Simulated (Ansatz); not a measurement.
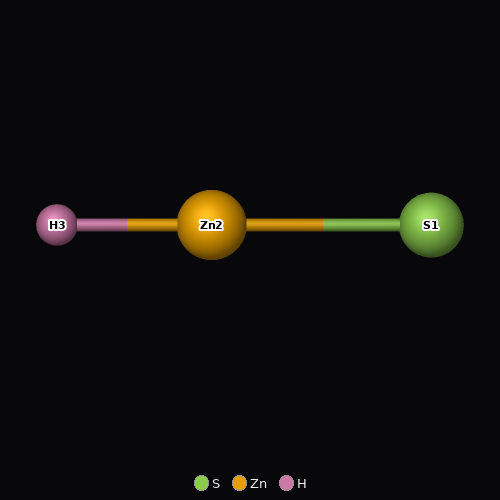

The system is HSZn, SMILES [S][ZnH], spin multiplicity 2; the picture shows the grid point nearest to the relaxed geometry. Two internal coordinates are moved rigidly from the geometry relaxed at PBE0-D4/def2-TZVP, all others fixed. The first coordinate is: bond S1–Zn2; the second: bond Zn2–H3. The grid has 5 × 7 points. At 4 points there is no value. Energies are in eV, from the lowest grid point. All numbers below come from UKS PBE-D4/def2-TZVPP (Ansatz 0.2.0).

Its coordinates:

| atom | x (Å) | y (Å) | z (Å) |
| --- | --- | --- | --- |
| S | -1.6904 | 0.4794 | -0.8691 |
| Zn | 0.2257 | -0.0640 | 0.1160 |
| H | 1.5752 | -0.4468 | 0.8099 |

Range: bond S1–Zn2 from 1.957 to 2.343 Å; bond Zn2–H3 from 1.378 to 1.837 Å.

Predict the map.

The lowest grid point is at bond S1–Zn2 = 2.222 Å, bond Zn2–H3 = 1.565 Å. The highest grid point, bond S1–Zn2 = 1.957 Å, bond Zn2–H3 = 1.837 Å, lies 0.802 eV above the lowest.

```csv
"bond Zn2–H3 ↓, bond S1–Zn2 →",1.957,2.021,2.114,2.222,2.343
1.837,0.802,0.588,0.432,0.415,–
1.740,0.603,0.389,0.234,0.219,–
1.649,0.460,0.246,0.091,0.076,–
1.565,0.387,0.171,0.015,0.000,–
1.488,0.392,0.173,0.016,0.000,0.121
1.423,0.470,0.250,0.090,0.074,0.195
1.378,0.577,0.354,0.193,0.176,0.296
```

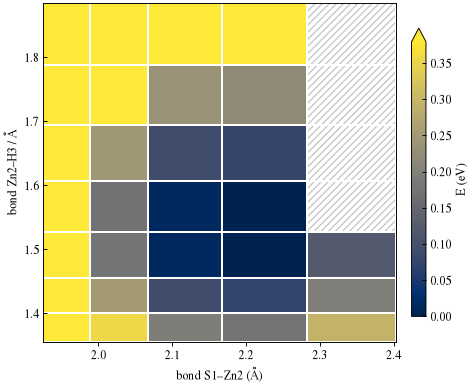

Drawn: one coloured cell a grid point, one colour for all values above the top of the scale, hatched blanks where no value was computed.
